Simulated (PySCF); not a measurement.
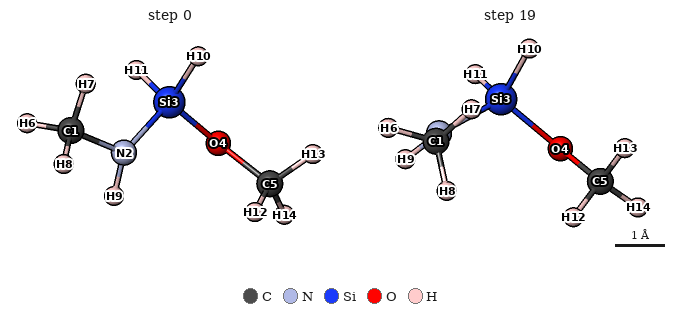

The structure of C$_{2}$H$_{9}$NOSi before (left) and after (right) a relaxation, at one scale.

The picture is a ball-and-stick view, seen at a tilt.

The start comes from GFN2-xTB. Its atoms were then displaced at random by about 0.01 Å.

Level of theory: PBE0-D3(BJ)/def2-SVP geometry optimisation, gas phase (PySCF). 

Describe what moved and what it gained.

The largest move after the best rigid fit is that of H9, 1.43 Å. Largest moves by element: H 1.43 Å, N 0.84 Å, C 0.57 Å, Si 0.46 Å, O 0.13 Å. Some distances before and after: Si3–O4 1.570 → 1.670 Å, C1–H6 1.061 → 1.104 Å, Si3–H10 1.464 → 1.497 Å, C5–H12 1.080 → 1.106 Å. Bond angles that change, for instance: N2–Si3–H11 117.7° → 109.0°, O4–Si3–H10 115.5° → 108.3°, N2–Si3–O4 109.7° → 116.6°. Groups turn about O4–C5 by about 20°. The energy falls by 9.54 kcal/mol in 19 geometry steps.
